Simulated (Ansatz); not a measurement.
# What TiZnSe3 (model cell, started as cubic perovskite with Ti in the octahedra) distorts into, part 2 of 3

Wanted: the energy along a soft mode of TiZnSe3 (model cell, started as cubic perovskite with Ti in the octahedra) and the structure at the end.

Ansatz 0.2.0; DFT PBE, scalar-relativistic, plane waves, PAW; PAW set soft_1.

So far, highest frequency on the path or at a solved wavevector (cm⁻¹): step 2 (phonons on a q mesh) 252. Also lowest frequency on the path (cm⁻¹): step 2 -144.

The structure was built from a prototype and need not be the compound's stable phase.

## (6) Relaxing from the distorted cell

Starting from the lowest point found, all atoms and the cell are let go, so that strain and other modes of the same symmetry can join in.

File input.yaml:

```yaml
crystal:
  lattice:
    - [4.9563954824, 0.0, 0.0]
    - [0.0, 4.9563954824, 0.0]
    - [0.0, 0.0, 4.9563954824]
  atoms:
    - { symbol: Zn, position: [-0.0061355141, 0.0061355141, 0.0061355141] }
    - { symbol: Ti, position: [0.4743730984, 0.5256269016, 0.5256269016] }
    - { symbol: Se, position: [0.5103886166, 0.4896113834, 0.0001643143] }
    - { symbol: Se, position: [0.5103886166, 0.0001643143, 0.4896113834] }
    - { symbol: Se, position: [-0.0001643143, 0.4896113834, 0.4896113834] }
kpoints:
  mp_grid: { grid: [8, 8, 8] }
hamiltonian:
  xc: pbe
  pseudopotentials: { kind: paw, azcp: { folder: soft_1 } }
scf:
  occupations: { method: methfessel_paxton, width: 0.2 }
output:
  forces: true
  stress: true
  eigenvalues: true
relax:
  adjacent_minimum: "off"
  f_tol: 0.002
  max_steps: 120
  cell: { stress_tol: 0.03 }
```

Command:

```sh
> ansatz run input.yaml --threads 4 --pin off --max-ram 16384MiB --backend cpu --events-out ev --progress --plain --runs-dir out
```

Numbers of over 12 decimals in the logs are rounded to 6 here.

What it wrote:

```text
[...]
Crystal: 5 atoms, lattice volume = 121.758 Å³
Basis set: ecut = 420 eV, 2373 PW (Γ), exchange–correlation on 72×72×72 points (8 copies of the dense FFT grid, shifted against one another)
Bands: 44, of which v1, the nominal top of the filled ones, is band 36 counted from 1 (35 counted from 0)
Symmetry: 6 space group operations
[...]
k-points: 65 of 512 (time reversal used)
[...]
SCF iter   1: F=—  HF=-22232.367366 eV  |F-HF|=—  |Δ(HF+E_count)|=         —  Δρ=1.80e-1  dr2=7.61e1  ethr=3.10e-3  ⟨swp⟩=5.9  Hψ=10162  notcnv=0
[...]
SCF iter  10: F=-22227.191269 eV  HF=-22227.191269 eV  |F-HF|=4.49e-8  |Δ(HF+E_count)|=   2.36e-8  S|Δr|=    0.00e0  Δρ=5.92e-6  dr2=4.99e-8  ethr=1.39e-10  ⟨swp⟩=10.1  Hψ=13358  notcnv=0
SCF 1 converged in 10 iterations: F = -22227.191269 eV  dr2 = 4.99e-8
[...]
relax step   1: F+E_penalty+E_count = -22227.19126939 eV  Δ(F+E_penalty+E_count) = +0.000e0 eV  max|allowed force component| = 3.551e-1 eV/Å  Δτ_max = 0.0000 Å  P = +0.494 GPa  Ω = 121.758 Å³  (10 SCF iters, dr2 threshold 1.00e-7 eV, accepted)
Crystal: 5 atoms, lattice volume = 121.013 Å³
[...]
SCF iter   7: F=-22227.240571 eV  HF=-22227.240571 eV  |F-HF|=1.07e-8  |Δ(HF+E_count)|=   2.12e-9  S|Δr|=    0.00e0  Δρ=9.66e-6  dr2=7.82e-8  ethr=6.94e-10  ⟨swp⟩=5.2  Hψ=11132  notcnv=0
SCF 2 converged in 7 iterations: F = -22227.240571 eV  dr2 = 7.82e-8
[...]
relax step   2: F+E_penalty+E_count = -22227.24057071 eV  Δ(F+E_penalty+E_count) = -4.930e-2 eV  max|allowed force component| = 1.759e-1 eV/Å  Δτ_max = 0.0767 Å  P = +0.037 GPa  Ω = 121.013 Å³  energy of the carried Pulay correction = +1.468e-4 eV  (7 SCF iters, dr2 threshold 5.00e-7 eV, accepted)
Crystal: 5 atoms, lattice volume = 120.973 Å³
Basis set: ecut = 420 eV, 2355 PW (Γ), exchange–correlation on 72×72×72 points (8 copies of the dense FFT grid, shifted against one another)
[...]
SCF iter   8: F=-22227.347199 eV  HF=-22227.347199 eV  |F-HF|=1.26e-8  |Δ(HF+E_count)|=   2.55e-7  S|Δr|=    0.00e0  Δρ=1.38e-5  dr2=1.85e-7  ethr=6.94e-10  ⟨swp⟩=8.1  Hψ=14302  notcnv=0
SCF 3 converged in 8 iterations: F = -22227.347199 eV  dr2 = 1.85e-7
relax step   3: F+E_penalty+E_count = -22227.34719938 eV  Δ(F+E_penalty+E_count) = -1.066e-1 eV  max|allowed force component| = 3.166e-1 eV/Å  Δτ_max = 0.1951 Å  P = +0.097 GPa  Ω = 120.973 Å³  energy of the carried Pulay correction = +1.548e-4 eV  (8 SCF iters, dr2 threshold 5.00e-7 eV, accepted)
[... from here on, the SCF cycles and remarks between the steps are left out ...]
relax step   4: F+E_penalty+E_count = -22227.50635880 eV  Δ(F+E_penalty+E_count) = -1.592e-1 eV  max|allowed force component| = 4.008e-1 eV/Å  Δτ_max = 0.1957 Å  P = +0.459 GPa  Ω = 121.517 Å³  energy of the carried Pulay correction = +4.736e-5 eV  (8 SCF iters, dr2 threshold 5.00e-7 eV, accepted)
relax step   5: F+E_penalty+E_count = -22227.70209813 eV  Δ(F+E_penalty+E_count) = -1.957e-1 eV  max|allowed force component| = 4.480e-1 eV/Å  Δτ_max = 0.1947 Å  P = +1.145 GPa  Ω = 122.647 Å³  energy of the carried Pulay correction = -1.731e-4 eV  (8 SCF iters, dr2 threshold 5.00e-7 eV, accepted)
relax step   6: F+E_penalty+E_count = -22227.88275694 eV  Δ(F+E_penalty+E_count) = -1.807e-1 eV  max|allowed force component| = 3.122e-1 eV/Å  Δτ_max = 0.1942 Å  P = +1.940 GPa  Ω = 124.626 Å³  energy of the carried Pulay correction = -5.512e-4 eV  (8 SCF iters, dr2 threshold 5.00e-7 eV, accepted)
relax step   7: F+E_penalty+E_count = -22228.07844493 eV  Δ(F+E_penalty+E_count) = -1.957e-1 eV  max|allowed force component| = 1.832e-1 eV/Å  Δτ_max = 0.1983 Å  P = +1.350 GPa  Ω = 130.694 Å³  energy of the carried Pulay correction = -1.650e-3 eV  (9 SCF iters, dr2 threshold 5.00e-7 eV, accepted)
relax step   8: F+E_penalty+E_count = -22228.20309013 eV  Δ(F+E_penalty+E_count) = -1.246e-1 eV  max|allowed force component| = 7.763e-2 eV/Å  Δτ_max = 0.1930 Å  P = +0.675 GPa  Ω = 137.421 Å³  energy of the carried Pulay correction = -2.774e-3 eV  (10 SCF iters, dr2 threshold 5.00e-7 eV, accepted)
relax step   9: F+E_penalty+E_count = -22228.23628752 eV  Δ(F+E_penalty+E_count) = -3.320e-2 eV  max|allowed force component| = 7.599e-2 eV/Å  Δτ_max = 0.0901 Å  P = -0.420 GPa  Ω = 143.676 Å³  energy of the carried Pulay correction = -3.739e-3 eV  (10 SCF iters, dr2 threshold 5.00e-7 eV, accepted)
relax step  10: F+E_penalty+E_count = -22228.23645018 eV  Δ(F+E_penalty+E_count) = -1.627e-4 eV  max|allowed force component| = 9.644e-2 eV/Å  Δτ_max = 0.0119 Å  P = +0.221 GPa  Ω = 142.542 Å³  energy of the carried Pulay correction = -3.569e-3 eV  (7 SCF iters, dr2 threshold 5.00e-7 eV, rejected (line search))
relax step  11: F+E_penalty+E_count = -22228.23830914 eV  Δ(F+E_penalty+E_count) = -2.022e-3 eV  max|allowed force component| = 7.640e-3 eV/Å  Δτ_max = 0.0061 Å  P = -0.158 GPa  Ω = 142.972 Å³  energy of the carried Pulay correction = -3.634e-3 eV  (11 SCF iters, accepted)
relax step  12: F+E_penalty+E_count = -22228.23857565 eV  Δ(F+E_penalty+E_count) = -2.665e-4 eV  max|allowed force component| = 1.818e-2 eV/Å  Δτ_max = 0.0071 Å  P = +0.053 GPa  Ω = 142.097 Å³  energy of the carried Pulay correction = -3.502e-3 eV  (6 SCF iters, dr2 threshold 7.99e-8 eV, accepted)
relax step  13: F+E_penalty+E_count = -22228.23869492 eV  Δ(F+E_penalty+E_count) = -1.193e-4 eV  max|allowed force component| = 2.373e-4 eV/Å  Δτ_max = 0.0043 Å  P = +0.001 GPa  Ω = 142.334 Å³  energy of the carried Pulay correction = -3.538e-3 eV  (6 SCF iters, dr2 threshold 2.07e-8 eV, accepted)
[...]
SCF iter  10: F=-22228.242081 eV  HF=-22228.242081 eV  |F-HF|=0.00e0  |Δ(HF+E_count)|=  7.28e-11  S|Δr|=    0.00e0  Δρ=4.31e-8  dr2=3.43e-12  ethr=1.00e-12  ⟨swp⟩=6.4  Hψ=13138  notcnv=0
SCF 14 converged in 10 iterations: F = -22228.242081 eV  dr2 = 3.43e-12
relax step  14: F+E_penalty+E_count = -22228.24208085 eV  Δ(F+E_penalty+E_count) = -3.386e-3 eV  max|allowed force component| = 5.093e-4 eV/Å  Δτ_max = 0.0000 Å  P = +0.008 GPa  Ω = 142.334 Å³  stress off target by 2.42e-2 GPa  SCF on the basis re-selected at this cell (its energy is not comparable with the rows above)  (10 SCF iters)
basis re-selected at this cell: Δ(F+E_penalty+E_count) = -3.386e-3 eV, ΔP = +0.007 GPa vs the last step (what re-selecting the basis moved, of the pressure what is left beyond the Pulay correction that the steps carried, after the strain that the cell walked since its last selection, with what the two solves' SCF thresholds leave and, on support functions, any second-order correction that the steps lacked; it is no m [...]
SCF converged after 10 iterations
[...]
Free energy (F): -22228.242081 eV
[...]
Internal energy: -22228.249337 eV  (E = F + TS)
E sigma→0 (E₀):  -22228.243895 eV
Entropy (-TS):   0.007257 eV (1.451 meV/atom)
Fermi energy:    5.524575 eV
[...]
--- Forces (eV/Å), atoms counted from 1 ---
  atom   1  Zn     0.00050929    -0.00050929    -0.00050929
  atom   2  Ti    -0.00028883     0.00028883     0.00028883
  atom   3  Se    -0.00020119     0.00020119    -0.00018165
  atom   4  Se    -0.00020119    -0.00018165     0.00020119
  atom   5  Se     0.00018165     0.00020119     0.00020119
  max |Σ_I F_I| component: 2.74e-7 eV/Å
--- Stress (GPa, compression-positive) ---
        0.008082      -0.008035      -0.008035
       -0.008035       0.008082       0.008035
       -0.008035       0.008035       0.008082
  P = ⅓ Tr σ = 0.0081 GPa (0.081 kbar)
--- Band table (eV; the first three rows and the last of 65) ---
  k-point 0: bands = [... 32 lower, 3.7991, 4.4687, 4.4687, 4.8094, 5.5167, 5.9755, 5.9755, 6.6369, ... 4 higher]
  k-point 1: bands = [... 32 lower, 3.7050, 4.3091, 4.3347, 4.7739, 5.5720, 5.9254, 6.1372, 6.6749, ... 4 higher]
  k-point 2: bands = [... 32 lower, 3.4099, 3.9581, 4.1821, 4.7361, 5.7899, 5.9866, 6.4287, 6.8626, ... 4 higher]
  k-point 64: bands = [... 32 lower, 2.4487, 5.2876, 5.2876, 5.3669, 5.7804, 6.6329, 6.6329, 7.3293, ... 4 higher]
--- Relaxed structure (13 steps of the walk, 12 accepted, 1 SCFs on fresh bases) ---
  F+E_penalty+E_count = -22228.24208085 eV   max|allowed force component| = 5.093e-4 eV/Å   (the final SCF, on the basis selected at the relaxed cell)
  cell:  # Å, volume = 142.3339 Å³
    - [5.222810, -0.092531, -0.092531]
    - [-0.092531, 5.222810, 0.092531]
    - [-0.092531, 0.092531, 5.222810]
  atoms:
    - { symbol: Zn, position: [-0.156094, 0.156094, 0.156094] }
    - { symbol: Ti, position: [0.506268, 0.493732, 0.493732] }
    - { symbol: Se, position: [0.547340, 0.452660, -0.043997] }
    - { symbol: Se, position: [0.547340, -0.043997, 0.452660] }
    - { symbol: Se, position: [0.043997, 0.452660, 0.452660] }
```

Elapsed: 3.1 min, on 4 threads of Arm Neoverse V1, shared host; peak memory 0.68 GiB; 12 min of CPU time.

Relaxation path:

```
step  energy less that of the first step (eV)  largest force component (eV/Å)  pressure (GPa)  volume (Å³)
   1                                   0.0000                          0.3551            0.49       121.76
   2                                  -0.0493                          0.1759            0.04       121.01
   3                                  -0.1559                          0.3166            0.10       120.97
   4                                  -0.3151                          0.4008            0.46       121.52
   5                                  -0.5108                          0.4480            1.14       122.65
   6                                  -0.6915                          0.3122            1.94       124.63
   7                                  -0.8872                          0.1832            1.35       130.69
   8                                  -1.0118                          0.0776            0.68       137.42
   9                                  -1.0450                          0.0760           -0.42       143.68
  10                                  -1.0452                          0.0964            0.22       142.54
  11                                  -1.0470                          0.0076           -0.16       142.97
  12                                  -1.0473                          0.0182            0.05       142.10
  13                                  -1.0474                          0.0002            0.00       142.33
 14*                                  -1.0508                          0.0005            0.01       142.33
```

Relaxation steps marked * repeat the geometry before them on a plane-wave basis chosen anew for their cell, so energy and pressure can jump there. Relaxation step 10 was tried and not accepted.

Forces are held to the 6 operations that the run works with; a distortion that breaks them can't arise in this run.

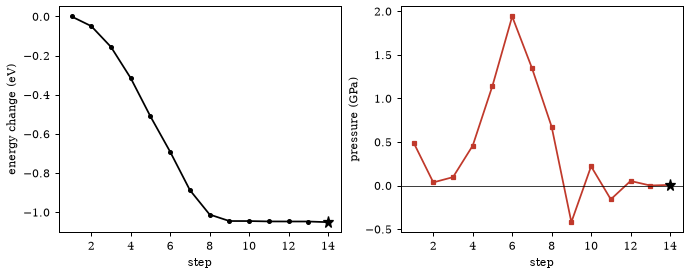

Energy and pressure along the relaxation. Stars mark steps on a basis chosen anew.

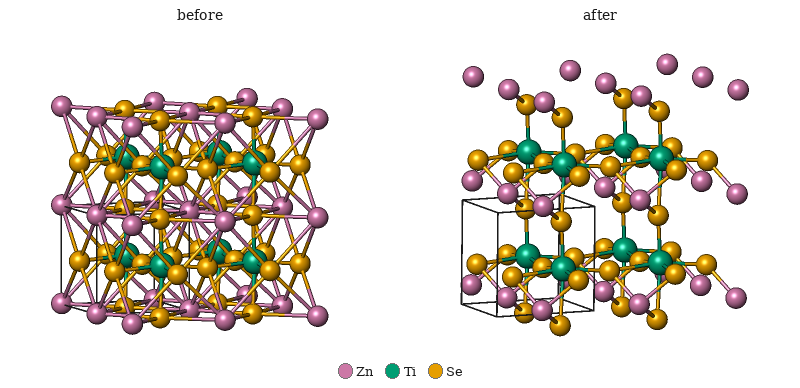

The structure before and after the relaxation, drawn at the same scale. Bonds to atoms that aren't drawn are left out.

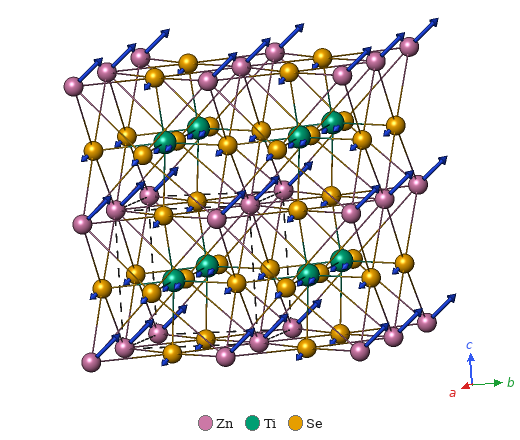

Displacements in the relaxation, scaled, measured against the changing cell; the longest in the cell stands for 1.40 Å. 2×2×2 cells are drawn. Some periodic images of atoms are drawn too.

| conventional cell, symmetrised | before | after | change |
| --- | --- | --- | --- |
| a (Å) | 7.009 | 7.255 | +3.5 % |
| b (Å) | 7.009 | 7.255 | +3.5 % |
| c (Å) | 8.585 | 9.367 | +9.1 % |
| volume (Å³/atom) | 24.35 | 28.47 | +16.9 % |

The atoms that moved most (Å, as changes of fractional coordinates times the final cell):

| atom | dx | dy | dz | length |
| --- | --- | --- | --- | --- |
| Zn1 | -0.811 | 0.811 | 0.811 | 1.405 |
| Se4 | 0.200 | -0.237 | -0.200 | 0.370 |
| Se3 | 0.200 | -0.200 | -0.237 | 0.370 |
| Se5 | 0.237 | -0.200 | -0.200 | 0.370 |
| Ti2 | 0.172 | -0.172 | -0.172 | 0.299 |

Final coordinates:

```xyz
5
Lattice="5.2228 -0.0925 -0.0925 -0.0925 5.2228 0.0925 -0.0925 0.0925 5.2228" Properties=species:S:1:pos:R:3 pbc="T T T"
Zn   -0.8441    0.8441    0.8441
Ti    2.5528    2.5775    2.5775
Se    2.8208    2.3094   -0.2385
Se    2.8208   -0.2385    2.3094
Se    0.1460    2.4020    2.4020
```

Numbers from this step:

```yaml
pressure: 0.008082 GPa
volume_per_atom: 28.47 Å³
```

The distorted start has space group R3m; the relaxation ends in R3m.

## (7) The new phase in its own primitive cell

The relaxed structure is symmetrised, reduced to its primitive cell and relaxed tightly, as its phonons need.

input.yaml, the sections that differ from step 6:

```yaml
crystal:
  lattice:
    - [3.6276554116, 2.0944278284, 3.1222361274]
    - [-3.6276554116, 2.0944278284, 3.1222361274]
    - [0.0, -4.1888556568, 3.1222361274]
  atoms:
    - { symbol: Zn, position: [0.8439055514, 0.8439055514, 0.8439055514] }
    - { symbol: Ti, position: [0.5062676604, 0.5062676604, 0.5062676604] }
    - { symbol: Se, position: [0.5473401289, 0.0439970336, 0.5473401289] }
    - { symbol: Se, position: [0.0439970336, 0.5473401289, 0.5473401289] }
    - { symbol: Se, position: [0.5473401289, 0.5473401289, 0.0439970336] }
kpoints:
  mp_grid: { grid: [9, 9, 9] }
relax:
  adjacent_minimum: "off"
  f_tol: 0.001
  max_steps: 60
  cell: { stress_tol: 0.01 }
# hamiltonian, scf, output: as in step 6
```

What it wrote:

```text
[...]
Crystal: 5 atoms, lattice volume = 142.334 Å³
Basis set: ecut = 420 eV, 2771 PW (Γ), exchange–correlation on 72×72×72 points (8 copies of the dense FFT grid, shifted against one another)
Bands: 44, of which v1, the nominal top of the filled ones, is band 36 counted from 1 (35 counted from 0)
Symmetry: 6 space group operations
[...]
k-points: 85 of 729 (time reversal used)
[...]
cell:  # Å, volume = 142.4119 Å³
    - [3.627234, 2.094184, 3.124674]
    - [-3.627234, 2.094184, 3.124674]
    - [0, -4.188369, 3.124674]
  atoms:
    - { symbol: Zn, position: [0.843828, 0.843828, 0.843828] }
    - { symbol: Ti, position: [0.506278, 0.506278, 0.506278] }
    - { symbol: Se, position: [0.547340, 0.044063, 0.547340] }
    - { symbol: Se, position: [0.044063, 0.547340, 0.547340] }
    - { symbol: Se, position: [0.547340, 0.547340, 0.044063] }
[key lines of the parts left out:]
SCF converged after 8 iterations
Free energy (F): -22228.241710 eV
Fermi energy:    5.518983 eV
P = ⅓ Tr σ = -0.0002 GPa (-0.002 kbar)
```

Wall time 74 s (4 threads); peak memory 0.74 GiB.

Little changed from the start: no atom moved by 0.005 Å and no cell edge by 0.1 %.

This step gave:

- pressure: -2.18e-4 GPa
- volume per atom: 28.48 Å³

The largest force component left is 0.48 meV/Å and the pressure is 0.000 GPa, within the tolerances set. The cell now holds 28.48 Å³/atom.

(Part 2 of 3 ends here.)

[Logs are printed without paths, hosts, clocks, repeated set-up lines and the standing remarks that a program may print on its own settings, such as how far it seeks lower states.]

[Hosts, paths, dates, database ids (printed as entryN), source tags and the programs' standing remarks are cut or masked in the printed files.]
